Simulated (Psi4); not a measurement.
**PH2 (SMILES [PH2]): UCAM-B3LYP/def2-TZVPD (density fitting with cc-pvdz-jkfit, sweep point 2)**

Aim: the vertical ionisation energy of PH2 at UCAM-B3LYP/def2-TZVPD (density fitting with cc-pvdz-jkfit, sweep point 2), from 2 runs. The job is set up through a Python script.

The results are computed with Psi4 1.11.

2 further runs of the same task are left out: 2 set aside as unsound or not needed.

**1. The molecule**

PH2 has 3 atoms, charge 0, and is taken as a doublet. As SMILES, `[PH2]`. Geometry: relaxed at GFN2-xTB.

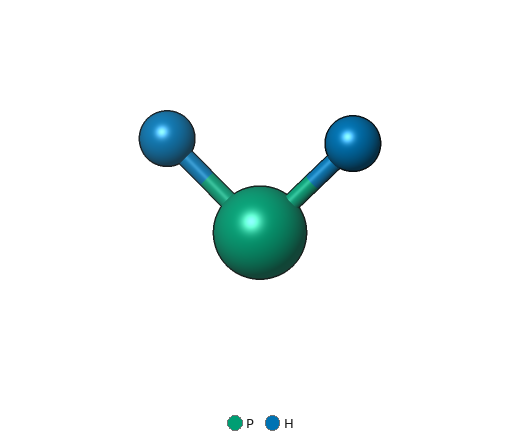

The structure, seen from a chosen angle (phosphorus teal, hydrogen blue).

**2. The energy at UCAM-B3LYP/def2-TZVPD (density fitting with cc-pvdz-jkfit, sweep point 2)**

job.py reads:

```python
import psi4

psi4.set_memory(1600000000)
psi4.set_num_threads(1)
psi4.core.set_output_file('output.dat', False)

mol = psi4.geometry("""
0 2
P      0.514470    -0.302750     0.252680
H      0.111510     1.027360     0.172420
H     -0.625980    -0.724620    -0.425100
symmetry c1
""")

options = {'reference': 'uks', 'puream': True, 'scf_type': 'df', 'dft_radial_points': 99, 'dft_spherical_points': 590, 'df_basis_scf': 'cc-pvdz-jkfit', 'maxiter': 150}
psi4.set_options(options)

E = psi4.energy("cam-b3lyp/def2-TZVPD", molecule=mol)
print(f'total energy {E:.8f} hartree = {E * 27.211386:.5f} eV')
```

Run with:

```console
$ python job.py
```

output.dat:

```text
[...]
  Running in c1 symmetry.
[...]
  Nuclear repulsion =   11.669271134122123
[...]
  Multiplicity = 2
[...]
  Nalpha       = 9
  Nbeta        = 8
[...]
    Number of basis functions: 61
[...]
   @DF-UKS iter   1:  -342.49243135848837   -3.50478e-01   5.40353e-03 DIIS/ADIIS
[...]
   @DF-UKS iter   7:  -342.51979452076239   -5.72352e-08   5.71495e-07 DIIS
[...]
   @S^2 Observed:                7.556164007E-01
[...]
    Orbital Energies [Eh]
    ---------------------
    Alpha Occupied:
       1A    -77.141747     2A     -6.629658     3A     -4.796741
       4A     -4.789613     5A     -4.786374     6A     -0.722816
       7A     -0.456270     8A     -0.373001     9A     -0.310086
    Alpha Virtual:
      10A      0.036657    11A      0.062749    12A      0.113514
      13A      0.138085    14A      0.138634    15A      0.139622
      16A      0.142664    17A      0.162364    18A      0.225467
      19A      0.234476    20A      0.245748    21A      0.288548
      22A      0.298510    23A      0.301525    24A      0.372856
      25A      0.416895    26A      0.434439    27A      0.442084
[...]
  @DF-UKS Final Energy:  -342.51979452076239
   => Energetics <=
    Nuclear Repulsion Energy =             11.6692711341221234
    One-Electron Energy =                -496.1963095773326700
    Two-Electron Energy =                 160.1910977859464253
    DFT Exchange-Correlation Energy =     -18.1838538634982889
    Empirical Dispersion Energy =           0.0000000000000000
    VV10 Nonlocal Energy =                  0.0000000000000000
    Total Energy =                       -342.5197945207624457
[...]
 Multipole Moments:
 ------------------------------------------------------------------------------------
     Multipole            Electronic (a.u.)      Nuclear  (a.u.)        Total (a.u.)
 ------------------------------------------------------------------------------------
 L = 1.  Multiply by 2.5417464519 to convert [e a0] to [Debye]
 Dipole X            :          1.3487986           -1.5599025           -0.2111039
 Dipole Y            :         -0.7164688            0.8286003            0.1121315
 Dipole Z            :          0.0000000            0.0000000            0.0000000
 Magnitude           :                                                    0.2390363
[...]
```

Standard output:

```text
total energy -342.51979452 hartree = -9320.43834 eV
```

It took 6.6 s on 1 thread of Intel Xeon Platinum 8488C (Sapphire Rapids), shared host; peak memory 0.51 GiB.

**3. The singlet cation at the same level**

h2p.py reads:

```python
import psi4

psi4.set_memory('1600 MB')
psi4.set_num_threads(1)
psi4.set_output_file('run.log', False)

molecule = psi4.geometry("""
1 1
P      0.514470    -0.302750     0.252680
H      0.111510     1.027360     0.172420
H     -0.625980    -0.724620    -0.425100
units angstrom
symmetry c1
""")

psi4.set_options({
    'reference': 'rks',
    'puream': True,
    'scf_type': 'df',
    'dft_radial_points': 99,
    'dft_spherical_points': 590,
    'df_basis_scf': 'cc-pvdz-jkfit',
})

result = psi4.energy("cam-b3lyp/def2-TZVPD", molecule=molecule)
print('E =', round(result, 9))
```

Run with:

```console
$ python h2p.py
```

run.log:

```text
[...]
  Running in c1 symmetry.
[...]
  Nuclear repulsion =   11.669271134122123
[...]
  Multiplicity = 1
[...]
  Nalpha       = 8
  Nbeta        = 8
[...]
    Number of basis functions: 61
[...]
   @DF-RKS iter   1:  -342.14261158121815   -6.58125e-04   3.90227e-03 ADIIS/DIIS
[...]
   @DF-RKS iter   6:  -342.15471457675778   -1.05599e-07   5.44737e-07 DIIS
[...]
    Orbital Energies [Eh]
    ---------------------
    Doubly Occupied:
       1A    -77.525304     2A     -7.005394     3A     -5.175843
       4A     -5.162377     5A     -5.158977     6A     -1.029426
       7A     -0.759770     8A     -0.676485
[...]
  @DF-RKS Final Energy:  -342.15471457675778
   => Energetics <=
    Nuclear Repulsion Energy =             11.6692711341221234
    One-Electron Energy =                -490.2068504368596109
    Two-Electron Energy =                 154.3922525095100298
    DFT Exchange-Correlation Energy =     -18.0093877835303999
    Empirical Dispersion Energy =           0.0000000000000000
    VV10 Nonlocal Energy =                  0.0000000000000000
    Total Energy =                       -342.1547145767578968
[...]
 Multipole Moments:
 ------------------------------------------------------------------------------------
     Multipole            Electronic (a.u.)      Nuclear  (a.u.)        Total (a.u.)
 ------------------------------------------------------------------------------------
 L = 1.  Multiply by 2.5417464519 to convert [e a0] to [Debye]
 Dipole X            :          1.1763307           -1.5599025           -0.3835718
 Dipole Y            :         -0.6248530            0.8286003            0.2037473
 Dipole Z            :          0.0000000            0.0000000            0.0000000
 Magnitude           :                                                    0.4343274
[...]
```

The script printed:

```text
E = -342.154714577
```

Wall time 4.8 s (1 thread of Intel Xeon Platinum 8488C (Sapphire Rapids), shared host); peak memory 0.51 GiB.

**4. Outcome**

Level: UCAM-B3LYP/def2-TZVPD (density fitting with cc-pvdz-jkfit, sweep point 2).

| quantity | value |
| --- | --- |
| doublet PH2: total energy | -342.51979 Eh |
| doublet PH2: dipole moment | 0.61 D |
| doublet PH2: HOMO energy (highest over α and β) | -8.44 eV |
| doublet PH2: LUMO energy (lowest over α and β) | -2.06 eV |
| doublet PH2: ⟨S²⟩ | 0.756 |
| singlet cation: total energy | -342.15471 Eh |
| singlet cation: HOMO energy | -18.41 eV |
| singlet cation: LUMO energy | -11.41 eV |
| singlet cation: HOMO–LUMO gap | 7.00 eV |
| vertical ionisation energy (to the singlet cation) | 9.934 eV |

In words: Removing an electron at fixed nuclei costs 9.93 eV (959 kJ/mol). Only the singlet of the ionised species was computed; a triplet could lie lower.
